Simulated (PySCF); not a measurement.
H3BOS, SMILES OBS at its PBE0/def2-SVP optimised geometry (Å):

```
6

B      0.4360     0.2212     0.0000
H      1.6420     0.2212     0.0000
O     -0.1969     1.4124     0.0000
H     -1.1584     1.3643    -0.0001
S     -0.3462    -1.4124    -0.0001
H     -1.6420    -1.0212     0.0003
```

Method: PBE0/def2-TZVP run with PySCF. Cells within 0.4 Å of a nucleus heavier than hydrogen are left out (blank, or x).

Map of the electron localisation function on the plane z = 0.0 Å:

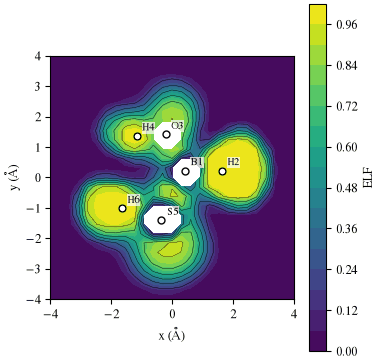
Figure: Electron localisation function on the plane z = 0.0 Å.
